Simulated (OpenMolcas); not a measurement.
**Ta⁴⁺ among point charges: CASSCF and CASPT2 levels and susceptibility**

How does a field of 6 point charges split the states of Ta⁴⁺, and what χT follows?

Method: state-averaged CASSCF and CASPT2, spin-orbit coupling by RASSI with atomic mean-field integrals. Code: OpenMolcas 26.06.

## (1) What is computed

* Species: Ta⁴⁺ (tantalum, Z = 73, 69 electrons)
* Basis: ANO-RCC-VDZP [7s6p4d2f1g], 68 functions
* Scalar Hamiltonian: DKH2, point nucleus
* Inactive shells: 1s 2s 2p 3s 3p 3d 4s 4p 4d 4f 5s 5p
* Active space: 1 electron in 5 orbitals (5d)
* Some configurations of this space: 5d
* Orbitals: optimised for each spin and parity, averaged over all roots

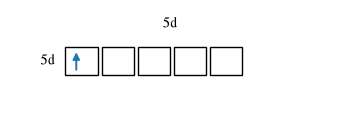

Outer shells as boxes.

The ion sits among 6 point charges of -1 e arranged as an octahedron (Oh), 2.06 Å from the ion.

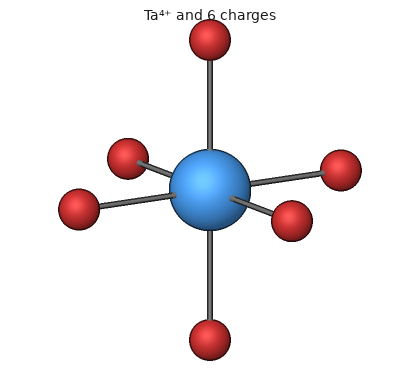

The ion and the point charges (red).

The work runs as a chain of OpenMolcas steps in one folder; each step below is one input file. Labels, J, g values, rates, χT and fits are worked out afterwards by a script from the matrices that RASSI stores. The input lists half of the charges; inversion (Group=XYZ) makes the rest.

## (2) Basis and integrals

Contents of a.inp:

```
&GATEWAY
Coord
1

Ta 0.0 0.0 0.0
Basis=ANO-RCC-VDZP
Group=XYZ
NoMove
AngMom=0.0 0.0 0.0
AMFI
XField
3 Angstrom 0
2.060000 0.000000 0.000000 -1.000000
0.000000 2.060000 0.000000 -1.000000
0.000000 0.000000 2.060000 -1.000000
&SEWARD
```

Launch:

```sh
$ OMP_NUM_THREADS=1 MOLCAS_MEM=1689 MOLCAS_PROJECT=a pymolcas a.inp > a.log
```

The log of the run:

```text
Basis set label: TA.ANO-RCC...7S6P4D2F1G.

      Electronic valence basis set:
      ------------------
      Associated Effective Charge  73.000000 au
      Associated Actual Charge     73.000000 au
      Nuclear Model: Point charge

      Shell  nPrim  nBasis  Cartesian Spherical Contaminant
         s      24       7        X
         p      21       6        X
         d      15       4                 X
         f      11       2                 X
         g       4       1                 X
                  Relativistic Douglas-Kroll-Hess integrals:
                    - DKH order of Hamiltonian: 2
                    - DKH order of Properties : 0
                  Atomic mean-field integrals
```

## (3) CASSCF: doublets of even parity, 5 roots

Contents of a.inp:

```
&RASSCF
FileOrb=start.orb
Symmetry=1
Spin=2
nActEl=1 0 0
Inactive=15 19
Ras2=5 0
CIRoot=5 5 1
SDav=5
CIMx=300
Iter=120 100
PrWF=0.3
OrbListing=Nothing
MaxOrb=0
>>> COPY $Project.JobIph JOB001
```

Launch:

```sh
$ OMP_NUM_THREADS=1 MOLCAS_MEM=1689 MOLCAS_PROJECT=a pymolcas a.inp > a.log
```

start.orb holds the contracted functions of the basis, ordered by shell, or the orbitals of the step before.

The log of the run (excerpt; [...] marks lines left out):

```text
[...]
      Number of active orbitals                  5
[...]
      Spin quantum number                      0.5
[...]
      Active orbitals                            5   0
[...]
      Number of CSFs                             5
      Number of root(s) required                 5
[...]
      Convergence after 10 iterations
[...]
      Natural orbitals and occupation numbers for root  1
      sym 1:  -0.000000   1.000000   0.000000   0.000000   0.000000
      Natural orbitals and occupation numbers for root  2
      sym 1:   1.000000  -0.000000   0.000000   0.000000   0.000000
      Natural orbitals and occupation numbers for root  3
      sym 1:  -0.000000   0.000000  -0.000000   1.000000  -0.000000
::    RASSCF root number  1 Total energy: -15593.19122799
::    RASSCF root number  2 Total energy: -15593.19122799
::    RASSCF root number  3 Total energy: -15593.19122799
::    RASSCF root number  4 Total energy: -15593.15051083
::    RASSCF root number  5 Total energy: -15593.15051083
```

## (4) State interaction with spin-orbit coupling

Contents of a.inp:

```
&RASSI
NrOfJobIphs=1 5
1 2 3 4 5
IphNames
JOB001
EJob
SpinOrbit
DIPRint=1.0
SOCoupling=1000.0
Subsets=2
Property=9
'ANGMOM' 1 'ANGMOM' 2 'ANGMOM' 3 'MLTPL  1' 1 'MLTPL  1' 2 'MLTPL  1' 3
'AMFI' 1 'AMFI' 2 'AMFI' 3
SOProperty=3
'ANGMOM' 1 'ANGMOM' 2 'ANGMOM' 3
```

The log of the run (excerpt; [...] marks lines left out):

```text
SPIN-FREE ENERGIES:
  (Shifted by EMIN (a.u.) =     -15593.1912279881)
 SF State       Relative EMIN(au)   Rel lowest level(eV)    D:o, cm**(-1)      L_eff
     1             0.0000000000        0.0000000000              0.0000         2.0
     2             0.0000000000        0.0000000000              0.0000         2.0
     3             0.0000000000        0.0000000000              0.0000         2.0
     4             0.0407171564        1.1079702693           8936.3829         2.0
     5             0.0407171564        1.1079702693           8936.3829         2.0
     Dipole printing threshold changed to   1.00000000E+00
Eigenvalues of complex Hamiltonian:
   -----------------------------------
  (Shifted by EMIN (a.u.) =     -15593.1912279881)
 SO State       Relative EMIN(au)   Rel lowest level(eV)    D:o, cm**(-1)     J-value
     1            -0.0125118681        0.0000000000              0.0000         1.4
     2            -0.0125118681        0.0000000000              0.0000         1.2
     3            -0.0125118681        0.0000000000              0.0000         1.4
     4            -0.0125118681        0.0000000000              0.0000         1.1
     5             0.0134809753        0.7073013016           5704.7697         2.0
     6             0.0134809753        0.7073013016           5704.7697         2.0
     7             0.0464885369        1.6054828103          12949.0921         1.6
     8             0.0464885369        1.6054828103          12949.0921         1.6
     9             0.0464885369        1.6054828103          12949.0921         2.1
    10             0.0464885369        1.6054828103          12949.0921         2.1
Weights of the five most important spin-orbit-free states for each spin-orbit state.
[...]
```

Time for these steps: 1.6 s (1 thread of Arm Neoverse V2, shared host).

States without spin-orbit coupling:

| state | degeneracy | E (cm-1) | free-ion L (%) |
| --- | --- | --- | --- |
| 2T2 | 3 | 0 | D (100) |
| 2E | 2 | 8936 | D (100) |

With spin-orbit coupling:

```csv
E (cm-1),Degeneracy,Label,2S+1,g
0.0,4,Γ8,2,
5705,2,Γ7,2,2.00 2.00 2.00
12949,4,Γ8,2,
```

Principal g values are given for doublets only; a zero marks a field direction without first-order Zeeman splitting.

Powder χT (cm³ K/mol): 0.14 at 2 K, 0.14 at 5 K, 0.14 at 10 K, 0.15 at 20 K, 0.15 at 50 K, 0.15 at 100 K, 0.15 at 150 K, 0.16 at 200 K, 0.16 at 250 K, 0.16 at 300 K.

A ligand-field fit to the states below 45000 cm-1 gives 10Dq = 8936 cm-1, the gap between the two states.

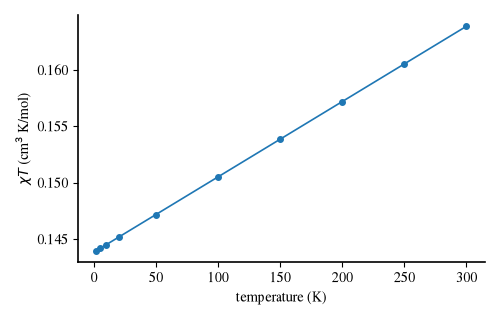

χT against temperature.

## (5) CASPT2: IPEA 0.25, imaginary shift 0.1 (closed shells correlated: 4f 5s 5p)

Contents of a.inp:

```
>>> COPY JOB001 $Project.JobIph
&CASPT2
Multistate=5 1 2 3 4 5
NoMult
Frozen=14 9
IPEA=0.25
Imaginary=0.1
MaxIter=60
WThr=0.0 0.3 0.05
PrWF=0.5
NoMix
```

The log of the run:

```text
Orbital specifications:
      -----------------------

      Symmetry species                           1   2
                                                ag  au
      Frozen orbitals                           14   9
      Inactive orbitals                          1  10
      Active orbitals                            5   0
      Secondary orbitals                        16  13
      Deleted orbitals                           0   0
      Number of basis functions                 36  32
Type of calculation                        SS-CASPT2
      Fock operator                              state-specific
      IPEA shift                                 0.25
      Real shift                                 0.00
      Imaginary shift                            0.10
      The input orbitals will be transformed to quasi-canonical
Reference energy:      -15593.1912279881
      E2 (Non-variational):      -0.8283722238
      Shift correction:          -0.0001247338
      E2 (Variational):          -0.8284969575
      Total energy:          -15594.0197249456
      Residual norm:              0.0000002120
      Reference weight:           0.91769
      Contributions to the CASPT2 correlation energy
      Active & Virtual Only:         -0.0000000000
      One Inactive Excited:          -0.0415918237
      Two Inactive Excited:          -0.7867804001
Reference energy:      -15593.1912279880
      E2 (Non-variational):      -0.8287153005
      Shift correction:          -0.0001251508
      E2 (Variational):          -0.8288404513
      Total energy:          -15594.0200684394
      Residual norm:              0.0000002125
      Reference weight:           0.91758
      Contributions to the CASPT2 correlation energy
      Active & Virtual Only:         -0.0000000000
      One Inactive Excited:          -0.0419233988
      Two Inactive Excited:          -0.7867919017
::    CASPT2 Root  1     Total energy: -15594.01972495
::    CASPT2 Root  2     Total energy: -15594.02006844
::    CASPT2 Root  3     Total energy: -15594.02006853
::    CASPT2 Root  4     Total energy: -15593.97953685
::    CASPT2 Root  5     Total energy: -15593.97956510
```

This run took 0.77 s in all on 1 thread of Arm Neoverse V2, shared host.

SS-CASPT2: lowest energy less the reference's lowest, -0.8287 hartree; reference weights 0.918.

Spin-free states, with their symmetry labels:

| state | degeneracy | E (cm-1) | free-ion L (%) |
| --- | --- | --- | --- |
| 2T2 | 3 | 0 | D (100) |
| 2E | 2 | 8867 | D (100) |

With spin-orbit coupling:

| E (cm-1) | Degeneracy | Label | 2S+1 | g |
| --- | --- | --- | --- | --- |
| 0 | 4 | Γ8 | 2 |  |
| 5710 | 2 | Γ7 | 2 | 2.00 2.00 2.00 |
| 12890 | 4 | Γ8 | 2 |  |

Powder χT (cm³ K/mol): 0.15 at 2 K, 0.15 at 5 K, 0.15 at 10 K, 0.15 at 20 K, 0.15 at 50 K, 0.15 at 100 K, 0.15 at 150 K, 0.16 at 200 K, 0.16 at 250 K, 0.16 at 300 K.

A ligand-field fit to the states below 45000 cm-1 gives 10Dq = 8867 cm-1, the gap between the two states.

## (6) The methods side by side

A. CASSCF
B. SS-CASPT2, IPEA 0.25, imaginary shift 0.1 (closed shells correlated: 4f 5s 5p)

| method | ground state | first state of that spin (cm-1) | first gap with spin-orbit (cm-1) | χT at 300 K |
| --- | --- | --- | --- | --- |
| A | 2T2 | 2E 8936 | 5704.8 | 0.16 |
| B | 2T2 | 2E 8867 | 5711.5 | 0.16 |

## (7) Results

| quantity | value |
| --- | --- |
| method | SS-CASPT2, IPEA 0.25, imaginary shift 0.1 (closed shells correlated: 4f 5s 5p) |
| spin-free ground state | 2T2, 3-fold in its orbital part |
| first state of the same spin within the active space | 2E at 8870 cm⁻¹ |
| lowest level | 4-fold Γ8 |
| next level | 5711.5 cm⁻¹ |
| χT at 300 K | 0.16 cm³ K/mol |
| effective moment at 300 K | 1.15 μB |

Cost by method:

| method | time of its own steps | time with the reference |
| --- | --- | --- |
| A. CASSCF | 1.6 s | 1.6 s |
| B. SS-CASPT2, IPEA 0.25, imaginary shift 0.1, +4f 5s 5p | 0.77 s | 2.4 s |

Times are of one thread on a shared host.

The spin-free ground state (2T2) comes to 100 % from free-ion D terms and keeps the highest spin of the shell. χT at 300 K is 0.16, against 0.38 cm³ K/mol for the spin alone, so orbital moment lowers it. A ligand-field fit to the states below 45000 cm-1 gives 10Dq = 8867 cm-1, the gap between the two states. CASPT2 does not keep the components of a term degenerate, and the means are used. The field of point charges can differ much from that of real complexes. This is an electrostatic model: the charges have no orbitals.
